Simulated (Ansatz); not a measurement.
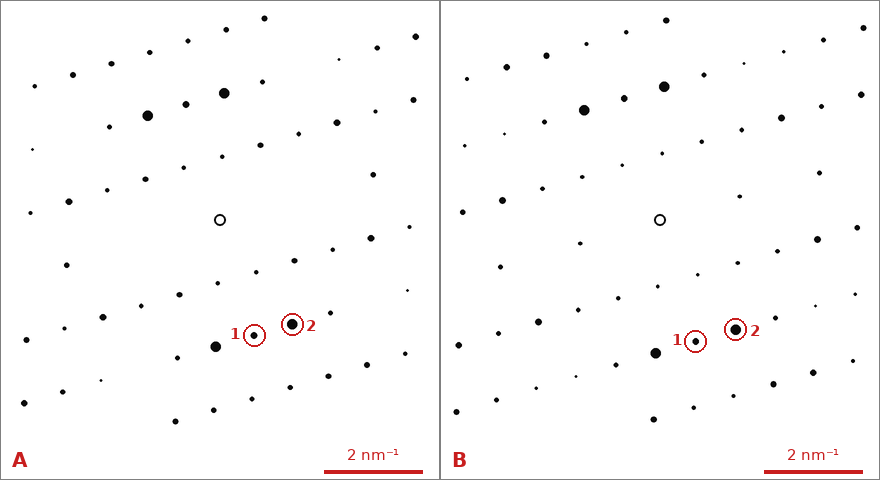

Kinematic electron diffraction patterns (120 kV, B = 0.5 Å², same scale) along [001] of the run's own cell, for the start and the end of one relaxation of S with DFT LDA, scalar-relativistic, plane waves, PAW (Ansatz). k mesh 4×4×4. The start is a known structure type, and the relaxation ends in the nearest stationary point of its symmetry, not necessarily the ground state. Spot 1 is -1 1 0 and spot 2 is -2 0 0 in both.

Start structure:

```yaml
crystal:
  lattice:
    - [0.00000, 6.43300, 12.24300]
    - [5.23230, 0.00000, 12.24300]
    - [5.23230, 6.43300, 0.00000]
  atoms:
    - { symbol: S, position: [0.07677, 0.27043, 0.26787] }
    - { symbol: S, position: [0.38493, 0.26787, 0.27043] }
    - { symbol: S, position: [0.26787, 0.38493, 0.07677] }
    - { symbol: S, position: [0.27043, 0.07677, 0.38493] }
    - { symbol: S, position: [0.17323, 0.97957, 0.98213] }
    - { symbol: S, position: [0.86507, 0.98213, 0.97957] }
    - { symbol: S, position: [0.98213, 0.86507, 0.17323] }
    - { symbol: S, position: [0.97957, 0.17323, 0.86507] }
    - { symbol: S, position: [0.31319, 0.44493, 0.39061] }
    - { symbol: S, position: [0.85127, 0.39061, 0.44493] }
    - { symbol: S, position: [0.39061, 0.85127, 0.31319] }
    - { symbol: S, position: [0.44493, 0.31319, 0.85127] }
    - { symbol: S, position: [0.93681, 0.80507, 0.85939] }
    - { symbol: S, position: [0.39873, 0.85939, 0.80507] }
    - { symbol: S, position: [0.85939, 0.39873, 0.93681] }
    - { symbol: S, position: [0.80507, 0.93681, 0.39873] }
    - { symbol: S, position: [0.51542, 0.38694, 0.29502] }
    - { symbol: S, position: [0.80262, 0.29502, 0.38694] }
    - { symbol: S, position: [0.29502, 0.80262, 0.51542] }
    - { symbol: S, position: [0.38694, 0.51542, 0.80262] }
    - { symbol: S, position: [0.73458, 0.86306, 0.95498] }
    - { symbol: S, position: [0.44738, 0.95498, 0.86306] }
    - { symbol: S, position: [0.95498, 0.44738, 0.73458] }
    - { symbol: S, position: [0.86306, 0.73458, 0.44738] }
    - { symbol: S, position: [0.44803, 0.56091, 0.11719] }
    - { symbol: S, position: [0.87387, 0.11719, 0.56091] }
    - { symbol: S, position: [0.11719, 0.87387, 0.44803] }
    - { symbol: S, position: [0.56091, 0.44803, 0.87387] }
    - { symbol: S, position: [0.80197, 0.68909, 0.13281] }
    - { symbol: S, position: [0.37613, 0.13281, 0.68909] }
    - { symbol: S, position: [0.13281, 0.37613, 0.80197] }
    - { symbol: S, position: [0.68909, 0.80197, 0.37613] }
```

**Which pattern belongs to the start structure, and which to the relaxed one?**

A is the start: its cell gives d(1) = 4.059 Å, d(2) = 3.853 Å and an angle of 18.3°. B is the relaxed structure, with d(1) = 3.866 Å (-4.8 %), d(2) = 3.672 Å (-4.7 %) and 18.2°.

**Summarise the relaxation behind the change.**

The volume changed by -12.9 % to 22.44 Å³ an atom; with the mean shift removed, the atoms moved by up to 0.16 Å relative to the cell (S most); the space group stayed Fddd (No. 70); the free energy fell by 18 meV an atom. Relaxed cell: a = 13.262 Å, b = 12.776 Å, c = 7.896 Å, α = 75.74°, β = 69.02°, γ = 35.24°.
